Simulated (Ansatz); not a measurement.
**Te2Mo (P6_3/mmc): a many-body input that goes wrong, and its mend**

A first try at the G0W0 gap of Te2Mo (P6_3/mmc), what the program said, and an input that works.

Method: G0W0 on PBE, plane waves, PAW, in Ansatz 0.2.0.

### Step 1. The starting structure

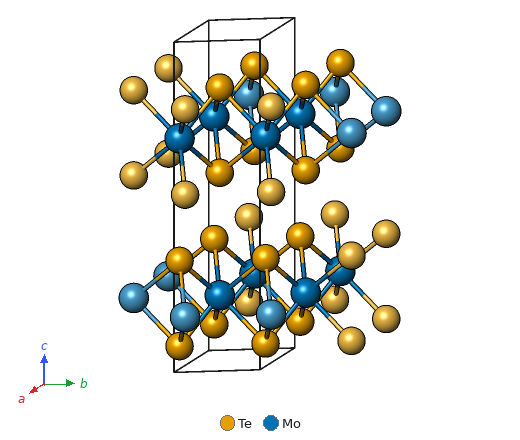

The cell as given, slightly off an axis (tellurium orange, molybdenum blue). 2×2×1 cells are drawn. Some periodic images of atoms are drawn too.

The cell and positions come from the Crystallography Open Database and are kept as given unless a step says otherwise. Spin-orbit coupling is left out unless a step names it. The default PAW set here is soft_2. Its files were made with PBE.

### Step 2. First try

The input, input.yaml:

```yaml
crystal:
  lattice:
    - [3.5182, 0.0, 0.0]
    - [-1.7591, 3.0468505756, 0.0]
    - [0.0, 0.0, 13.9736]
  atoms:
    - { symbol: Te, position: [0.3333333333, 0.6666666667, 0.621] }
    - { symbol: Te, position: [0.6666666667, 0.3333333333, 0.121] }
    - { symbol: Te, position: [0.3333333333, 0.6666666667, 0.879] }
    - { symbol: Te, position: [0.6666666667, 0.3333333333, 0.379] }
    - { symbol: Mo, position: [0.3333333333, 0.6666666667, 0.25] }
    - { symbol: Mo, position: [0.6666666667, 0.3333333333, 0.75] }
kpoints:
  mp_grid: { grid: [6, 6, 2] }
hamiltonian:
  xc: pbe
scf:
  occupations: { method: fixed }
gw:
  n_empty_bands: 4
  ecut_chi: 40
  qp_bands: [v2, c2]
  qp_kpoints: band_edges
  screening: { model: contour_deformation }
```

Launch:

```
$ ansatz run input.yaml --threads 3 --pin off --max-ram 64512MiB --backend cuda --events-out ev --progress --plain --runs-dir out --devices 1 --max-vram 24GiB  # rebuilt from the run's record
```

Numbers of over 12 decimals in the logs are rounded to 6 here.

The log of the run:

```text
GPUs: using 1 of 1 available (devices: 1).
Engine: ansatz 0.2.0, x86_64-unknown-linux-gnu
Pseudopotentials: kind: paw
Pseudopotential: Te, paw, valence charge 16, recommended cutoff 420 eV (normal), Te.paw.azcp
Pseudopotential: Mo, paw, valence charge 14, recommended cutoff 420 eV (normal), Mo.paw.azcp
Functional definition: PBE
  parameter kappa = 0.804
  parameter beta = 0.066725
  exchange = pbe_x(kappa = kappa, mu = beta*pi^2/3)
  correlation = pbe_c(beta = beta)
device memory: the entry about to start is reckoned to put 2.7 GiB on a device that reports 49.3 GiB free (of which the cap on the GPU budget leaves the run 24.0 GiB)
GPU FFT provider: cuFFT
GPU libraries: cuBLAS 13.8.2, cuFFT 12.4.0, cuSOLVER 12.3.4
Crystal: 6 atoms, lattice volume = 149.789 Å³
Basis set: ecut = 420 eV, 2909 PW (Γ)
Bands: 56, of which v1, the nominal top of the filled ones, is band 46 counted from 1 (45 counted from 0)
Symmetry: 24 space group operations
Space group: P63/mmc (ITA 194), of the structure as read, at distance tolerance 5.3e-5 Å
k-points: 14 of 72
Non-local potential: Te, projectors of the file, l = 0: 2, l = 1: 2, l = 2: 2, l = 3: 2
Non-local potential: Mo, projectors of the file, l = 0: 3, l = 1: 2, l = 2: 2, l = 3: 1
PAW form: soft (Blöchl's): semilocal exchange-correlation on the pseudo side does not see the compensation charge
PAW one-centre angular grid: Te, 590 points (default); XC on 64 Gauss nodes
PAW one-centre angular grid: Mo, 590 points (default); XC on 64 Gauss nodes
Initial density: superposition of atomic densities (neutral atoms: chi_scale 0, normalization atom), corrected by the library's trained network
Initial wavefunctions: pseudopotential atomic-orbital guess
GPU buffer pool allocated for 55296 grid points (all kernels)
GPU transforms: local potential and band sums: pruned to the plane-wave sphere, on 24×24×96
Functional: x = pbe(κ = 0.804, μ = 0.219515), c = pbe(β = 0.066725)
SCF iter   1: F=—  HF=-37833.381216 eV  |F-HF|=—  |Δ(HF+E_count)|=         —  Δρ=4.19e-3  dr2=8.71e-3  ethr=1.77e-3  ⟨swp⟩=5.0  Hψ=2460  notcnv=0  defer=95
preconditioner: auto → Resta (q_TF=auto, 2.515 Å⁻¹)  ε∞=6.9  [insulator: Δε(μ)=0.830 eV  Ē_g=7.483 eV  n_scr=52 (ndim 8)  ℏωp=18.2 eV  f_vac=0.021  ε∞_Penn≈6.9]
SCF iter   2: F=—  HF=-37833.389481 eV  |F-HF|=—  |Δ(HF+E_count)|=   8.27e-3  Δρ=2.47e-3  dr2=2.99e-3  ethr=9.47e-6  ⟨swp⟩=2.4  Hψ=1199  notcnv=0  defer=112
SCF iter   3: F=—  HF=-37833.393603 eV  |F-HF|=—  |Δ(HF+E_count)|=   4.12e-3  Δρ=9.95e-4  dr2=2.69e-3  ethr=3.25e-6  ⟨swp⟩=2.0  Hψ=998  notcnv=0  defer=110
SCF iter   4: F=—  HF=-37833.393755 eV  |F-HF|=—  |Δ(HF+E_count)|=   1.53e-4  Δρ=1.22e-4  dr2=1.84e-5  ethr=2.92e-6  ⟨swp⟩=2.0  Hψ=916  notcnv=0  defer=110
SCF iter   5: F=—  HF=-37833.393789 eV  |F-HF|=—  |Δ(HF+E_count)|=   3.36e-5  Δρ=5.42e-5  dr2=4.65e-6  ethr=2.00e-8  ⟨swp⟩=2.1  Hψ=1035  notcnv=0  defer=73
SCF iter   6: F=—  HF=-37833.393799 eV  |F-HF|=—  |Δ(HF+E_count)|=   1.05e-5  Δρ=1.29e-5  dr2=2.91e-7  ethr=5.06e-9  ⟨swp⟩=2.0  Hψ=992  notcnv=0  defer=73
SCF iter   7: F=-37833.393800 eV  HF=-37833.393800 eV  |F-HF|=1.89e-8  |Δ(HF+E_count)|=   3.60e-7  Δρ=4.25e-6  dr2=3.42e-8  ethr=1.09e-10  ⟨swp⟩=10.9  Hψ=2886  notcnv=0
SCF 1 converged in 7 iterations: F = -37833.393800 eV  dr2 = 3.42e-8
[...]
device memory: the entry about to start is reckoned to put 3.3 GiB (of the 3.4 GiB reckoned in all, the device holds 0.1 GiB already) on a device that reports 50.9 GiB free (of which the cap on the GPU budget leaves the run 24.0 GiB)
NSCF: frozen V_eff on 14 k-points
[...]
device memory: the entry about to start is reckoned to put 2.4 GiB on a device that reports 48.4 GiB free (of which the cap on the GPU budget leaves the run 24.0 GiB)
NSCF: frozen V_eff on 14 k-points
G₀W₀ screening: q 1/14
[... further progress lines ...]
SCF converged after 7 iterations
Free energy (F): -37833.393800 eV
[...]
--- Band table (eV; the first three rows and the last of 14) ---
  k-point 0: bands = [... 42 lower, 11.4630, 11.4630, 12.1533, 12.4768, 15.3790, 15.3790, 15.5118, 15.5118, ... 6 higher]
  k-point 1: bands = [... 42 lower, 11.4454, 11.4454, 12.3955, 12.3955, 15.4167, 15.4167, 15.4167, 15.4167, ... 6 higher]
  k-point 2: bands = [... 42 lower, 11.2493, 11.4875, 12.0321, 12.1938, 14.2805, 14.5480, 14.5744, 14.8163, ... 6 higher]
  k-point 13: bands = [... 42 lower, 10.4828, 10.4828, 12.2673, 12.2673, 13.4563, 13.4563, 14.1035, 14.1035, ... 6 higher]
--- G₀W₀: contour deformation, 7 samples at zero and on the imaginary axis and 1 off it, 72 q-points, 4 empty bands' worth ---
  eigenvalues of the whole cell's RPA ε∞ on this k-mesh (on a slab, of 1 + 4πα/V) = 7.0942, 15.1147, 15.1147; static W/v taken at q = 0 is 0.069392
  gw.qp_kpoints: band_edges: 14 of 14 stored k-points solved, in 2 passes; an edge of the gap read off the rows below is read off those points alone
  `?` marks the rows in doubt; gw_qp.tsv's column doubts and the gw_qp event give each row's grounds
    ik  band        ε_KS         Σx   Σc(E_QP)       V_xc       Z   E_QP_lin       E_QP  E_QP is
     0    45     12.1533   -16.2237     2.2415   -14.7039  0.7610    12.8592    12.8751  root
     0    46     12.4768   -18.8277     1.6254   -18.5220  0.6867    13.7679    13.7966  root
     0    47     15.3790   -12.6210    -1.6933   -16.8236  0.7676    17.8417    17.8882  root
     0    48     15.3790   -12.6210    -1.6933   -16.8236  0.7676    17.8417    17.8882  root
     1    45     12.3955   -18.2145     1.7952   -17.6124  0.7021    13.5604    13.5887  root
     1    46     12.3955   -18.2145     1.7952   -17.6124  0.7021    13.5604    13.5887  root
     1    47     15.4167   -12.5953    -1.6812   -16.8153  0.7645    17.8700    17.9555  root
     1    48     15.4167   -12.5953    -1.6812   -16.8153  0.7645    17.8700    17.9555  root
     2    45     12.0321   -18.6367     1.9366   -17.9967  0.6826    13.2886    13.3287  root
     2    46     12.1938   -16.2987     2.2196   -14.8737  0.7646    12.9703    12.9884  root
     2    47     14.2805   -13.0711    -2.2282   -17.2426  0.7227    16.3000    16.2238  root
     2    48     14.5480   -13.5327    -1.6257   -17.8596  0.7812    17.3564    17.2492  root ?
     3    45     12.0781   -17.8981     2.0313   -17.0180  0.7071    13.1960    13.2294  root
     3    46     12.0781   -17.8981     2.0313   -17.0180  0.7071    13.1960    13.2294  root
     3    47     14.4364   -13.2857    -2.0958   -17.5145  0.7321    16.6323    16.5694  root
[...]
4    47     13.5958   -14.0358    -2.5888   -18.3238  0.6904    15.4330    15.2951  root ?
     4    48     13.9727   -14.3824    -2.3524   -18.5414  0.7006    15.9173    15.7794  root ?
[...]
5    47     13.8564   -14.2218    -2.5458   -18.6426  0.6946    15.8411    15.7315  root ?
     5    48     13.8564   -14.2218    -2.5458   -18.6426  0.6946    15.8411    15.7315  root ?
[...]
6    47     13.7445   -16.0700    -2.7659   -20.6409  0.6649    15.7345    15.5495  root ?
     6    48     13.8032   -15.8020    -2.7495   -20.3909  0.6686    15.8052    15.6426  root ?
[...]
7    47     13.7688   -15.9518    -2.7622   -20.5323  0.6665    15.7641    15.5871  root ?
     7    48     13.7688   -15.9518    -2.7622   -20.5323  0.6665    15.7641    15.5871  root ?
[...]
10    47     13.5191   -14.2246    -2.4210   -18.3499  0.6910    15.3559    15.2234  root ?
    10    48     13.9718   -15.7208    -3.0597   -20.4942  0.6526    15.8217    15.6856  root ?
[...]
11    46     11.9951   -17.9299     1.9193   -17.2784  0.6809    13.2230    13.2629  root
    11    47     13.7622   -14.5700    -2.4621   -18.8471  0.6896    15.6907    15.5772  root ?
    11    48     13.7622   -14.5700    -2.4621   -18.8471  0.6896    15.6907    15.5772  root ?
    12    45     12.1713   -17.8470     1.6808   -17.5288  0.6721    13.4959    13.5340  root
    12    46     12.4105   -18.5644     1.5452   -18.4557  0.6754    13.8141    13.8470  root
    12    47     13.4493   -15.3409    -2.6890   -19.6439  0.6639    15.1990    15.0633  root ?
    12    48     13.4493   -15.3409    -2.6890   -19.6439  0.6639    15.1990    15.0633  root ?
    13    45     12.2673   -18.0639     1.6135   -17.8507  0.6747    13.6314    13.6678  root
    13    46     12.2673   -18.0639     1.6135   -17.8507  0.6747    13.6314    13.6678  root
    13    47     13.4563   -15.3359    -2.6884   -19.6408  0.6642    15.2094    15.0727  root ?
    13    48     13.4563   -15.3359    -2.6884   -19.6408  0.6642    15.2094    15.0727  root ?
[key lines of the parts left out:]
Fermi energy:    12.476785 eV
```

The job ended after 19 s (1 × NVIDIA H100 80GB HBM3 (shared by 3 runs) with 3 threads of AMD EPYC 7R13 (Zen 3), shared host; peak memory 1.1 GiB; 28 s of CPU time).

In the SCF lines HF is the Harris–Foulkes energy and dr2 the Hartree energy of the density residual, in eV; the loop may stop once dr2 is under the threshold and the program's other checks hold. Hψ counts applications of the Hamiltonian.

Q: What is the fault?

The run ended normally, though the input holds a fault or crude settings.

The fault: four empty bands in G0W0. The sums over empty states are cut off almost at the gap, so screening and correlation are far from complete.

It printed a gap of 1.20 eV, which is an artefact of the settings.

### Step 3. A better input

G0W0 replaces the xc potential by the self-energy, built once from these orbitals. Only a window of levels is corrected, while the sums run over the empty bands that the input names.

input.yaml: that of step 2 with these lines changed.

```diff
@@ -19,4 +19,4 @@
 gw:
-  n_empty_bands: 4
-  ecut_chi: 40
+  n_empty_bands: 481
+  ecut_chi: 126
   qp_bands: [v2, c2]
```

The log of the run:

```text
GPUs: using 1 of 1 available (devices: 1).
[...]
GPU FFT provider: cuFFT
GPU libraries: cuBLAS 13.8.2, cuFFT 12.4.0, cuSOLVER 12.3.4
Crystal: 6 atoms, lattice volume = 149.789 Å³
Basis set: ecut = 420 eV, 2909 PW (Γ)
Bands: 56, of which v1, the nominal top of the filled ones, is band 46 counted from 1 (45 counted from 0)
[... 1 set-up line as in the run before ...]
[...]
k-points: 14 of 72
[...]
GPU buffer pool allocated for 55296 grid points (all kernels)
[...]
SCF iter   1: F=—  HF=-37833.381216 eV  |F-HF|=—  |Δ(HF+E_count)|=         —  Δρ=4.19e-3  dr2=8.71e-3  ethr=1.77e-3  ⟨swp⟩=5.0  Hψ=2460  notcnv=0  defer=95
[...]
SCF iter   7: F=-37833.393800 eV  HF=-37833.393800 eV  |F-HF|=1.89e-8  |Δ(HF+E_count)|=   3.60e-7  Δρ=4.25e-6  dr2=3.42e-8  ethr=1.09e-10  ⟨swp⟩=10.9  Hψ=2886  notcnv=0
SCF 1 converged in 7 iterations: F = -37833.393800 eV  dr2 = 3.42e-8
[...]
0    45     12.1533   -16.2237     1.0783   -14.7039  0.7658    11.7079    11.7119  root
     0    46     12.4768   -18.8277     0.3165   -18.5220  0.7241    12.4876    12.4876  root
     0    47     15.3790   -12.6210    -4.0937   -16.8236  0.7293    15.4882    15.4878  root
     0    48     15.3790   -12.6210    -4.0937   -16.8236  0.7293    15.4882    15.4878  root
     1    45     12.3955   -18.2145     0.5142   -17.6124  0.7331    12.3076    12.3077  root
     1    46     12.3955   -18.2145     0.5142   -17.6124  0.7331    12.3076    12.3077  root
     1    47     15.4167   -12.5953    -4.1199   -16.8153  0.7271    15.5170    15.5168  root
     1    48     15.4167   -12.5953    -4.1199   -16.8153  0.7271    15.5170    15.5168  root
[...]
13    45     12.2673   -18.0639     0.2554   -17.8507  0.7165    12.3096    12.3097  root
    13    46     12.2673   -18.0639     0.2554   -17.8507  0.7165    12.3096    12.3097  root
    13    47     13.4563   -15.3359    -3.9704   -19.6408  0.7080    13.7933    13.7907  root
    13    48     13.4563   -15.3359    -3.9704   -19.6408  0.7080    13.7933    13.7907  root
[key lines of the parts left out:]
SCF converged after 7 iterations
Free energy (F): -37833.393800 eV
Fermi energy:    12.476785 eV
```

Run time: 27 s. Hardware: 1 × NVIDIA H100 80GB HBM3 (shared by 3 runs) with 3 threads; peak memory 2.1 GiB; 47 s of CPU time.

Numbers from this step:

| Quantity | Value |
| --- | --- |
| bands summed | 527 |
| RPA ε∞ on this mesh (eigenvalues) | 10.68, 19.66, 19.66 |
| plane waves in the screening matrix | 499 |
| q-points in the mesh | 72 |
| G0W0 gap on the mesh | 0.9960 eV |
| k of the valence top | 0, 0, 0 |
| k of the conduction bottom | 0.1667, 0.1667, 0 |
| starting gap on the mesh | 0.8260 eV |
| Z at the valence top | 0.7241 |
| Z at the conduction bottom | 0.7370 |
| least direct G0W0 gap on the computed points | 1.310 eV |

The gap on the mesh goes from 0.83 eV to 1.00 eV, a correction of +0.17 eV. Between the two edge states, bare exchange in place of the xc potential would open the gap by 4.04 eV, and correlation takes back 3.87 eV.

### Step 4. Results

```
first try  : converged after 19 s
better run : G0W0 gap on the mesh 1.00 eV (6×6×2 mesh, 481 empty bands, screening to 126 eV)
```

What this shows: The second run differs in: empty bands and screening cutoff (eV). Bands and cutoff are finite, so the gap is not at the basis limit. The miss can reach some tenths of an eV and take either sign; the mesh is an error of its own. The 6×6×2 mesh is coarse for this cell (its supercell is 21 Å along the shortest edge). The RPA ε∞ on it, from the PBE start, is 10.68 and 19.66; such meshes misread the long-range screening, most where the gap is narrow. The many-body steps are scalar-relativistic: spin-orbit coupling is not in them.

[Paths, hosts, dates, memory and timing lines, banners, echoed tables and standing remarks are left out of the program output.]

[Logs are printed without paths, hosts, clocks, repeated set-up lines and the standing remarks that a program may print on its own settings, such as how far it seeks lower states.]

[Runs of the session that timed out or met a known fault of the program may be left out.]

[Cells called generated may have been cut or substituted from an entry of the Crystallography Open Database or the Materials Project.]

[Hosts, paths, dates, database ids (printed as entryN), source tags and the programs' standing remarks are cut or masked in the printed files.]
